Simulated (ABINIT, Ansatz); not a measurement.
# TiO2 (Rutile): G0W0 on several meshes in ABINIT

Aim: the GW shift of TiO2 (Rutile) against the k mesh.

Calculated with ABINIT 10.8.3; PBE and many-body steps on it, plane waves.

## Step 1: Set-up

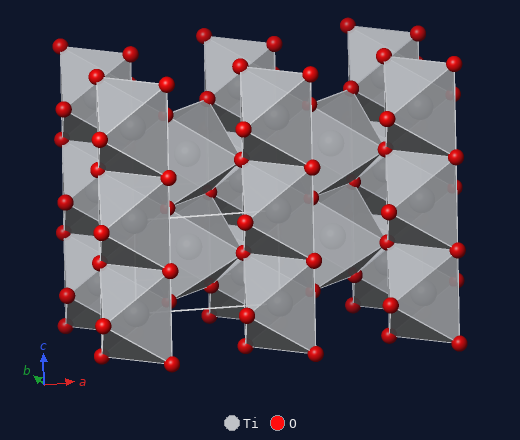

The cell as given, slightly off an axis (titanium light grey, oxygen red). 2×1×2 cells are drawn. Some periodic images of atoms are drawn too.

The cell and positions come from the Crystallography Open Database and are kept as given unless a step says otherwise.

## Step 2: Empty states on the mesh, 4×4×4 mesh, 199 bands

This step: ABINIT 10.8.3; DFT, PBE, plane waves, norm-conserving pseudopotentials.

The sums over transitions need many empty states on a uniform mesh; this step solves for them.

Input file run.abi:

```
acell 3*1.0 Angstrom
rprim 
  4.592200000000 0.000000000000 0.000000000000
  0.000000000000 4.592200000000 0.000000000000
  0.000000000000 0.000000000000 2.957400000000
ntypat 2
znucl 22 8
natom 6
typat 1 1 2 2 2 2
xred 
  0.000000000000 0.000000000000 0.000000000000
  0.500000000000 0.500000000000 0.500000000000
  0.304960000000 0.304960000000 0.000000000000
  0.195040000000 0.804960000000 0.500000000000
  0.695040000000 0.695040000000 0.000000000000
  0.804960000000 0.195040000000 0.500000000000
pp_dirpath "pseudos"
pseudos "Ti.upf, O.upf"
ecut 38
ngkpt 4 4 4
nshiftk 1
shiftk 0 0 0
kptopt 1
chksymbreak 0
irdden 1
istwfk *1
nband 199
prtvol 0
optdriver 6
gwr_task "HDIAGO"
paral_kgb 0
occopt 1
indata_prefix "in"
outdata_prefix "out"
tmpdata_prefix "tmp"
```

Launch:

```bash
OMP_NUM_THREADS=1 mpirun -n 8 abinit run.abi > log
```

Numbers of over 12 decimals in the logs are rounded to 6 here.

Log:

```text
.Version 10.8.3 of ABINIT. v10.8.2 released Aug 2026.

 Symmetries : space group P4_2/m n m (#136); Bravais tP (primitive tetrag.)
[... echo of the input left out ...]
== DATASET  1 ==================================================================
-   mpi_nproc: 8, omp_nthreads: 1 (-1 if OMP is not activated)

--- !DatasetInfo
iteration_state: {dtset: 1, }
dimensions: {natom: 6, nkpt: 18, mband: 199, nsppol: 1, nspinor: 1, nspden: 1, mpw: 4748, }
cutoff_energies: {ecut:  38.0, pawecutdg:  -1.0, }
[...]
Direct band gap semiconductor
 Fundamental gap:     1.917 (eV)
   VBM:     5.660 (eV) at k: [ 0.0000E+00,  0.0000E+00,  0.0000E+00]
   CBM:     7.576 (eV) at k: [ 0.0000E+00,  0.0000E+00,  0.0000E+00]
 Direct gap:         1.917 (eV) at k: [ 0.0000E+00,  0.0000E+00,  0.0000E+00]

== END DATASET(S) ==============================================================
================================================================================

 -outvars: echo values of variables after computation  --------
           etotal      0.0000000000E+00
            nband         199
             nkpt          18
          spgroup         136
 [... the other variables as echoed above ...]

 Calculation completed.
```

Wall time 6.1 min (8 MPI ranks of Arm Neoverse N1, shared host); peak memory 9.9 GiB.

This step gave:

- gap: 1.917 eV
- k of the valence top: 0, 0, 0
- k of the conduction bottom: 0, 0, 0
- least direct gap: 1.917 eV
- k points computed: 18
- lowest point of the top converged band, above the valence top: 98.8452 eV

On this mesh the gap is 1.917 eV.

The density comes from a self-consistent run that is not shown.

## Step 3: Screening, 4×4×4 mesh, 92 bands, screening to 114.3 eV

The RPA dielectric matrix is built and inverted for each q.

This step: RPA screening on PBE, plane waves, norm-conserving pseudopotentials.

run.abi: that of step 2 with these lines changed.

```diff
@@ -24,10 +24,11 @@
 chksymbreak 0
-irdden 1
 istwfk *1
-nband 199
-prtvol 0
-optdriver 6
-gwr_task "HDIAGO"
-paral_kgb 0
 occopt 1
+irdwfk 1
+optdriver 3
+nband 92
+ecuteps 4.2
+inclvkb 2
+awtr 1
+symchi 1
 indata_prefix "in"
```

Log:

```text
.Version 10.8.3 of ABINIT. v10.8.2 released Aug 2026.

 Symmetries : space group P4_2/m n m (#136); Bravais tP (primitive tetrag.)
[... echo of the input left out ...]
== DATASET  1 ==================================================================
-   mpi_nproc: 8, omp_nthreads: 1 (-1 if OMP is not activated)

--- !DatasetInfo
iteration_state: {dtset: 1, }
dimensions: {natom: 6, nkpt: 18, mband: 92, nsppol: 1, nspinor: 1, nspden: 1, mpw: 4748, }
cutoff_energies: {ecut:  38.0, pawecutdg:  -1.0, }
electrons: {nelect:   4.80000000E+01, charge:   0.00000000E+00, occopt:   1.00000000E+00, tsmear:   1.00000000E-02, }

 SCREENING: Calculation of the susceptibility and dielectric matrices

 Based on a program developped by R.W. Godby, V. Olevano, G. Onida, and L. Reining.
 Incorporated in ABINIT by V. Olevano, G.-M. Rignanese, and M. Torrent.
.Using double precision arithmetic ; gwpc =  8

[... cell and pseudopotentials left out ...]
--------------------------------------------------------------------------------

 ==== K-mesh for the wavefunctions ====
 Number of points in the irreducible wedge :    18
[... list of points left out ...]
 Together with 16 symmetry operations and time-reversal symmetry
 yields    64 points in the full Brillouin Zone.

 ==== Q-mesh for the screening function ====
 Number of points in the irreducible wedge :    18
[... list of points left out ...]
 Together with 16 symmetry operations and time-reversal symmetry
 yields    64 points in the full Brillouin Zone.

 setmesh: FFT mesh size selected  =    36x   36x   24
          total number of points  =        31104

 vcoul_init : cutoff-mode = AUXILIARY_FUNCTION
 q-points for optical limit:   1
     1)      0.000010    0.000020    0.000030

- screening: taking advantage of time-reversal symmetry
- Maximum band index for partially occupied states nbvw = 24
- Remaining bands to be divided among processors   nbcw = 68
- Number of bands treated by each node ~8

 Number of electrons calculated from density =   48.0000; Expected =   48.0000
 average of density, n =  0.114049
 r_s =    1.2792
 omega_plasma =   32.5763 [eV]

 calculating chi0 at frequencies [eV] :
  1    0.000000E+00    0.000000E+00
  2    0.000000E+00    3.257632E+01

--------------------------------------------------------------------------------
  q-point number  1        q = ( 0.000000, 0.000000, 0.000000) [r.l.u.]
--------------------------------------------------------------------------------
[... chi0 elements left out ...]
 For q-point:  0.000010 0.000020 0.000030
  dielectric constant =   8.5615
  dielectric constant without local fields =   8.9524

  Average fulfillment of the sum rule on Im[epsilon] for q-point    1 :     49.88  [%]
[... wings left out ...]
  q-point number  2        q = ( 0.250000, 0.000000, 0.000000) [r.l.u.]
--------------------------------------------------------------------------------
[... chi0 elements left out ...]
  Average fulfillment of the sum rule on Im[epsilon] for q-point    2 :     64.36  [%]

 [... 16 further q-points ...]
```

Elapsed: 2.9 min, on 8 MPI ranks; peak memory 3.4 GiB.

This step gave:

| Quantity | Value |
| --- | --- |
| ε∞ with local fields, on this mesh, along the program's q direction | 8.562 |
| the same without local fields | 8.952 |
| plasma frequency | 32.58 eV |
| plane waves in the screening matrix | 181 |

Local fields lower ε∞ by 4 %. On a Γ-centred mesh this coarse the value itself is usually too large, while a short band sum pulls it down.

## Step 4: 4×4×4

The self-energy is evaluated for the states that the input lists, and the levels follow from it, in one-shot runs by the linearised quasiparticle equation.

This step: G0W0 on PBE, plane waves, norm-conserving pseudopotentials.

run.abi: that of step 3 with these lines changed.

```diff
@@ -27,8 +27,15 @@
 irdwfk 1
-optdriver 3
+optdriver 4
 nband 92
+gwcalctyp 0
+ecutsigx 38
+symsigma 1
+nkptgw 1
+kptgw 
+  0.0000000000 0.0000000000 0.0000000000
+bdgw 
+  22 26
 ecuteps 4.2
-inclvkb 2
-awtr 1
-symchi 1
+irdscr 1
+ppmodel 1
 indata_prefix "in"
```

Log:

```text
.Version 10.8.3 of ABINIT. v10.8.2 released Aug 2026.

 Symmetries : space group P4_2/m n m (#136); Bravais tP (primitive tetrag.)
[... echo of the input left out ...]
== DATASET  1 ==================================================================
-   mpi_nproc: 8, omp_nthreads: 1 (-1 if OMP is not activated)

--- !DatasetInfo
iteration_state: {dtset: 1, }
dimensions: {natom: 6, nkpt: 18, mband: 92, nsppol: 1, nspinor: 1, nspden: 1, mpw: 4748, }
cutoff_energies: {ecut:  38.0, pawecutdg:  -1.0, }
electrons: {nelect:   4.80000000E+01, charge:   0.00000000E+00, occopt:   1.00000000E+00, tsmear:   1.00000000E-02, }

 SIGMA: Calculation of the GW corrections

 Based on a program developped by R.W. Godby, V. Olevano, G. Onida, and L. Reining.
 Incorporated in ABINIT by V. Olevano, G.-M. Rignanese, and M. Torrent.
.Using double precision arithmetic ; gwpc =  8

[... cell and pseudopotentials left out ...]
--------------------------------------------------------------------------------

 ==== K-mesh for the wavefunctions ====
 Number of points in the irreducible wedge :    18
[... list of points left out ...]
 Together with 16 symmetry operations and time-reversal symmetry
 yields    64 points in the full Brillouin Zone.

 ==== Q-mesh for screening function ====
 Number of points in the irreducible wedge :    18
[... list of points left out ...]
 Together with 16 symmetry operations and time-reversal symmetry
 yields    64 points in the full Brillouin Zone.

 vcoul_init : cutoff-mode = AUXILIARY_FUNCTION
 q-points for optical limit:   1
     1)      0.000010    0.000020    0.000030
 setmesh: FFT mesh size selected  =    50x   50x   32
          total number of points  =        80000

 Number of electrons calculated from density =   48.0000; Expected =   48.0000
 average of density, n =  0.114049
 r_s =    1.2792
 omega_plasma =   32.5763 [eV]

 === KS Band Gaps ===
  >>>> For spin  1
   Minimum direct gap =   1.9166 [eV], located at k-point      :   0.0000  0.0000  0.0000
   Fundamental gap    =   1.9166 [eV], Top of valence bands at :   0.0000  0.0000  0.0000
                                       Bottom of conduction at :   0.0000  0.0000  0.0000
 SIGMA fundamental parameters:
 PLASMON POLE MODEL  1
 number of plane-waves for SigmaX                 4679
 number of plane-waves for SigmaC and W            181
 number of plane-waves for wavefunctions          4679
 number of bands                                    92
 number of independent spin polarizations            1
 number of spinorial components                      1
 number of k-points in IBZ                          18
 number of q-points in IBZ                          18
 number of symmetry operations                      16
 number of k-points in BZ                           64
 number of q-points in BZ                           64
 number of frequencies for dSigma/dE                 9
 frequency step for dSigma/dE [eV]                0.25
 number of omega for Sigma on real axis              0
 max omega for Sigma on real axis  [eV]           0.00
 zcut for avoiding poles [eV]                     0.10

 EPSILON^-1 parameters (SCR file):
 dimension of the eps^-1 matrix on file            181
 dimension of the eps^-1 matrix used               181
 number of plane-waves for wavefunctions          4679
 number of bands                                    92
 number of q-points in IBZ                          18
 number of frequencies                               2
 number of real frequencies                          1
 number of imag frequencies                          1

 matrix elements of self-energy operator (all in [eV])

 Perturbative Calculation

--- !SelfEnergy_ee
iteration_state: {dtset: 1, }
kpoint     : [   0.000,    0.000,    0.000, ]
spin       : 1
KS_gap     :    1.917
QP_gap     :    3.380
Delta_QP_KS:    1.463
data: !SigmaeeData |
     Band     E0 <VxcDFT>   SigX SigC(E0)      Z dSigC/dE  Sig(E)    E-E0       E
       22   5.208 -20.672 -25.174   4.950   0.772  -0.296 -20.326   0.345   5.553
       23   5.208 -20.672 -25.174   4.950   0.772  -0.296 -20.326   0.345   5.553
       24   5.660 -20.448 -25.098   5.145   0.765  -0.307 -20.070   0.379   6.038
       25   7.576 -20.150 -12.063  -5.726   0.780  -0.282 -18.308   1.842   9.418
       26   7.879 -19.778 -12.069  -5.462   0.781  -0.280 -18.022   1.756   9.635

== END DATASET(S) ==============================================================
================================================================================

 -outvars: echo values of variables after computation  --------
           etotal      0.0000000000E+00
            nband          92
             nkpt          18
          spgroup         136
 [... the other variables as echoed above ...]

 Calculation completed.
```

Run time: 7.8 s. Hardware: 8 MPI ranks; peak memory 1.6 GiB.

This step gave:

```yaml
g0w0_gap_on_the_points_computed: 3.380 eV
starting_gap_on_the_mesh: 1.917 eV
k_of_the_valence_top: 0, 0, 0
k_of_the_conduction_bottom: 0, 0, 0
z_at_the_valence_top: 0.765
z_at_the_conduction_bottom: 0.78
least_direct_g0w0_gap_on_the_computed_points: 3.380 eV
```

The gap on the mesh goes from 1.92 eV to 3.38 eV, a correction of +1.46 eV.

## Step 5: Empty states on the mesh, 2×2×4 mesh, 100 bands

This step: DFT, PBE, plane waves, norm-conserving pseudopotentials.

run.abi: that of step 4 with these lines changed.

```diff
@@ -19,3 +19,3 @@
 ecut 38
-ngkpt 4 4 4
+ngkpt 2 2 4
 nshiftk 1
@@ -24,18 +24,10 @@
 chksymbreak 0
+iscf -2
+irdden 1
 istwfk *1
-occopt 1
-irdwfk 1
-optdriver 4
-nband 92
-gwcalctyp 0
-ecutsigx 38
-symsigma 1
-nkptgw 1
-kptgw 
-  0.0000000000 0.0000000000 0.0000000000
-bdgw 
-  22 26
-ecuteps 4.2
-irdscr 1
-ppmodel 1
+nband 100
+nbdbuf 8
+tolwfr 1e-09
+nstep 60
+prtvol 0
 indata_prefix "in"
```

Log:

```text
.Version 10.8.3 of ABINIT. v10.8.2 released Aug 2026.

 Symmetries : space group P4_2/m n m (#136); Bravais tP (primitive tetrag.)
[... echo of the input left out ...]
== DATASET  1 ==================================================================
-   mpi_nproc: 8, omp_nthreads: 1 (-1 if OMP is not activated)
-    --> not optimal distribution: autoparal keyword recommended in input file <--

--- !DatasetInfo
iteration_state: {dtset: 1, }
dimensions: {natom: 6, nkpt: 9, mband: 100, nsppol: 1, nspinor: 1, nspden: 1, mpw: 4748, }
cutoff_energies: {ecut:  38.0, pawecutdg:  -1.0, }
[...]
1.85998    1.90917    1.93980    2.00700    2.00700    2.04220    2.09044    2.10174
   2.10174    2.13019    2.13019    2.15999    2.15999    2.18115    2.20601    2.22468
   2.26410    2.26410    2.27794    2.28399
 prteigrs : prtvol=0 or 1, do not print more k-points.

== END DATASET(S) ==============================================================
================================================================================

 -outvars: echo values of variables after computation  --------
            nband         100
             nkpt           9
          spgroup         136
 [... the other variables as echoed above ...]

 Calculation completed.
```

The job ended after 45 s (8 MPI ranks; peak memory 0.57 GiB; 6 min of CPU time).

This step gave:

```yaml
gap: 1.917 eV
k_of_the_valence_top: 0, 0, 0
k_of_the_conduction_bottom: 0, 0, 0
least_direct_gap: 1.917 eV
k_points_computed: 9
lowest_point_of_the_top_converged_band_above_the_valence_top: 50.2096 eV
```

On this mesh the gap is 1.917 eV.

## Step 6: Screening, 2×2×4 mesh, 92 bands, screening to 114.3 eV

This step: RPA screening on PBE, plane waves, norm-conserving pseudopotentials.

run.abi: that of step 5 with these lines changed.

```diff
@@ -24,10 +24,11 @@
 chksymbreak 0
-iscf -2
-irdden 1
 istwfk *1
-nband 100
-nbdbuf 8
-tolwfr 1e-09
-nstep 60
-prtvol 0
+occopt 1
+irdwfk 1
+optdriver 3
+nband 92
+ecuteps 4.2
+inclvkb 2
+awtr 1
+symchi 1
 indata_prefix "in"
```

Log:

```text
.Version 10.8.3 of ABINIT. v10.8.2 released Aug 2026.

 Symmetries : space group P4_2/m n m (#136); Bravais tP (primitive tetrag.)
[... echo of the input left out ...]
== DATASET  1 ==================================================================
-   mpi_nproc: 8, omp_nthreads: 1 (-1 if OMP is not activated)

--- !DatasetInfo
iteration_state: {dtset: 1, }
dimensions: {natom: 6, nkpt: 9, mband: 92, nsppol: 1, nspinor: 1, nspden: 1, mpw: 4748, }
cutoff_energies: {ecut:  38.0, pawecutdg:  -1.0, }
electrons: {nelect:   4.80000000E+01, charge:   0.00000000E+00, occopt:   1.00000000E+00, tsmear:   1.00000000E-02, }

 SCREENING: Calculation of the susceptibility and dielectric matrices

 Based on a program developped by R.W. Godby, V. Olevano, G. Onida, and L. Reining.
 Incorporated in ABINIT by V. Olevano, G.-M. Rignanese, and M. Torrent.
.Using double precision arithmetic ; gwpc =  8

[... cell and pseudopotentials left out ...]
--------------------------------------------------------------------------------

 ==== K-mesh for the wavefunctions ====
 Number of points in the irreducible wedge :     9
[... list of points left out ...]
 Together with 16 symmetry operations and time-reversal symmetry
 yields    16 points in the full Brillouin Zone.

 ==== Q-mesh for the screening function ====
 Number of points in the irreducible wedge :     9
[... list of points left out ...]
 Together with 16 symmetry operations and time-reversal symmetry
 yields    16 points in the full Brillouin Zone.

 setmesh: FFT mesh size selected  =    36x   36x   24
          total number of points  =        31104

 vcoul_init : cutoff-mode = AUXILIARY_FUNCTION
 q-points for optical limit:   1
     1)      0.000010    0.000020    0.000030

- screening: taking advantage of time-reversal symmetry
- Maximum band index for partially occupied states nbvw = 24
- Remaining bands to be divided among processors   nbcw = 68
- Number of bands treated by each node ~8

 Number of electrons calculated from density =   48.0000; Expected =   48.0000
 average of density, n =  0.114049
 r_s =    1.2792
 omega_plasma =   32.5763 [eV]

 calculating chi0 at frequencies [eV] :
  1    0.000000E+00    0.000000E+00
  2    0.000000E+00    3.257632E+01

--------------------------------------------------------------------------------
  q-point number  1        q = ( 0.000000, 0.000000, 0.000000) [r.l.u.]
--------------------------------------------------------------------------------
[... chi0 elements left out ...]
 For q-point:  0.000010 0.000020 0.000030
  dielectric constant =   8.9104
  dielectric constant without local fields =   9.3189

  Average fulfillment of the sum rule on Im[epsilon] for q-point    1 :     49.82  [%]
[... wings left out ...]
  q-point number  2        q = ( 0.500000, 0.000000, 0.000000) [r.l.u.]
--------------------------------------------------------------------------------
[... chi0 elements left out ...]
  Average fulfillment of the sum rule on Im[epsilon] for q-point    2 :     59.25  [%]

 [... 7 further q-points ...]
```

Run time: 35 s. Hardware: 8 MPI ranks; peak memory 2 GiB; 4.7 min of CPU time.

This step gave:

```
ε∞ with local fields, on this mesh, along the program's q direction : 8.910
the same without local fields                                       : 9.319
plasma frequency                                                    : 32.58 eV
plane waves in the screening matrix                                 : 181
```

[end of part 1 of 2]

[Paths, hosts, dates, memory and timing lines, banners, echoed tables and standing remarks are left out of the program output.]

[Logs are printed without paths, hosts, clocks, repeated set-up lines and the standing remarks that a program may print on its own settings, such as how far it seeks lower states.]

[Runs of the session that timed out or met a known fault of the program may be left out.]

[Hosts, paths, dates, database ids (printed as entryN), source tags and the programs' standing remarks are cut or masked in the printed files.]

[G0W0 gaps are taken among the corrected bands and points alone; a level outside them can change the order at an edge.]

[Where Ansatz stands beside ABINIT at settings called matched, ABINIT's density can come from a denser mesh and the files from another edition; pairs whose starting gaps differed by over 0.03 eV were left out, so agreement reads better than it is.]
